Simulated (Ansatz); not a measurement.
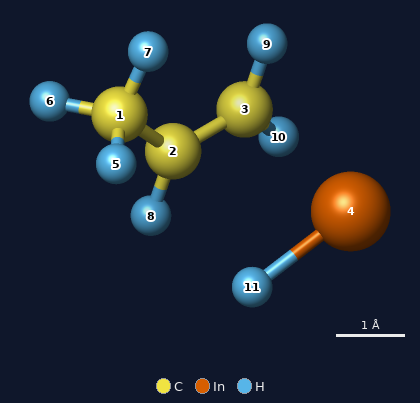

**Figure 1.** The structure as given in the input (ball-and-stick view, seen at a tilt; atoms are numbered from 1 in the order of the input). Sticks mark near contacts.

**Single-point calculation of C3H7In**

The run: single-point calculation of C3H7In. Method and program: RKS B2PLYP (frozen core)/def2-TZVPP (Ansatz 0.2.0).

The geometry comes from this level: PBE0-D4/def2-TZVP.

### What the program printed
```
Functional definition: B2PLYP
  name "B2PLYP"
  cite "Grimme, J. Chem. Phys. 124, 034108 (2006) doi:10.1063/1.2148954"
  cite "Becke, Phys. Rev. A 38, 3098 (1988) doi:10.1103/PhysRevA.38.3098"
  cite "Lee, Yang & Parr, Phys. Rev. B 37, 785 (1988) doi:10.1103/PhysRevB.37.785"
  parameter a = 0.53
  parameter c = 0.27
  exchange = (1 - a)*b88_x + a*exact_x
  correlation = (1 - c)*lyp_c + c*(mp2_os + mp2_ss)
1583 factors; integrals over basis functions are off by at most 9.5e-4 eV
mean field evaluation 1: about -8375.9297 eV, gradient 5.2e1 eV
mean field evaluation 2: about -8376.0170 eV, gradient 5.2e1 eV
mean field evaluation 4: about -8383.2489 eV, gradient 5.4e0 eV
mean field evaluation 8: about -8383.3501 eV, gradient 6.2e-1 eV
mean field evaluation 16: about -8383.3519 eV, gradient 5.4e-4 eV
mean field -8383.35188022 eV, -308.0824991579 hartree, gradient 2.9e-6 eV, S^2 0.000000; 0 other end points of the search recorded, 0 dependent functions left out
7 core orbitals not correlated: weight in the atoms' cores, before any rotation towards them, 1.000 or more for the frozen orbitals, at most 0.000 for the correlated occupied ones
reference -8383.35206456 eV, -308.0825059325 hartree; 16, 16 occupied and 218, 218 virtual orbitals, 1583 factors
second order -26.26195704 eV of doubles, -0.00000000 eV of singles
Total energy: -8390.44279296 eV, -308.3430853949 hartree
```

This output came from the following input.

### Input
```yaml
crystal:
  periodic: [false, false, false]
  atoms:
    - {symbol: C, position_ang: [-0.980188, 0.826345, 0.415111]}
    - {symbol: C, position_ang: [0.340741, 0.489959, -0.181935]}
    - {symbol: C, position_ang: [1.307671, -0.186938, 0.450629]}
    - {symbol: In, position_ang: [0.149831, -2.515364, -0.720026]}
    - {symbol: H, position_ang: [-1.794061, 0.467521, -0.220468]}
    - {symbol: H, position_ang: [-1.095412, 1.912044, 0.496328]}
    - {symbol: H, position_ang: [-1.092388, 0.398065, 1.413295]}
    - {symbol: H, position_ang: [0.516912, 0.840616, -1.194880]}
    - {symbol: H, position_ang: [1.189805, -0.517183, 1.478296]}
    - {symbol: H, position_ang: [2.278350, -0.351854, -0.004725]}
    - {symbol: H, position_ang: [-0.756061, -1.420011, -1.910826]}
basis:
  gaussian: {orbitals: def2-TZVPP}
hamiltonian: {xc: {name: B2PLYP}}
```

Launched with:
```bash
ansatz run in.yaml --threads 4 --pin off --events-out ev --progress --plain --max-ram 10444MiB
```

### Results in brief

| quantity | value |
| --- | --- |
| outcome | converged |
| total energy | −8390.4428 eV |
| mean-field energy | −8383.3521 eV |
| SCF solution under orbital rotations | stable |
| hardware | 4 threads of Arm Neoverse V1, 23 GiB of memory available, shared host |
| wall time | 6 s (CPU time 22 s) |
| peak memory | 0.67 GiB |
